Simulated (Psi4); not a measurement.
Intermolecular potential of H10Si4 ··· H2O (SMILES [SiH3][SiH2][SiH2][SiH3] and O). Monomers: optimised at B3LYP-D3(BJ) (def2-SVP and def2-TZVP), held rigid. Orientation: lowest of the rigid-body minima from ten starts at GFN2-xTB. Only R, the distance of the centres of mass, is varied, so the lowest point isn't the relaxed dimer.

Method: SAPT0/jun-cc-pVDZ, frozen core run with Psi4.

Components in kcal/mol:

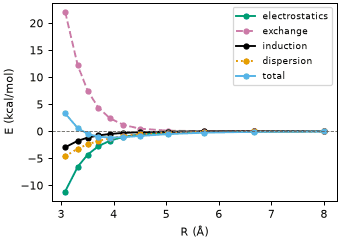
*Components of the interaction energy.*

```csv
R / Å,electrostatics,exchange,induction,dispersion,total
3.08,-11.16,22.07,-2.98,-4.64,3.28
3.32,-6.57,12.14,-1.78,-3.23,0.56
3.51,-4.32,7.43,-1.19,-2.43,-0.51
3.71,-2.80,4.37,-0.79,-1.80,-1.02
3.93,-1.76,2.39,-0.52,-1.30,-1.18
4.19,-1.04,1.15,-0.32,-0.89,-1.10
4.50,-0.59,0.47,-0.19,-0.58,-0.89
5.04,-0.26,0.10,-0.09,-0.29,-0.54
5.72,-0.12,0.01,-0.04,-0.13,-0.28
6.68,-0.05,0.00,-0.02,-0.05,-0.12
8.00,-0.02,0.00,-0.01,-0.02,-0.04
```
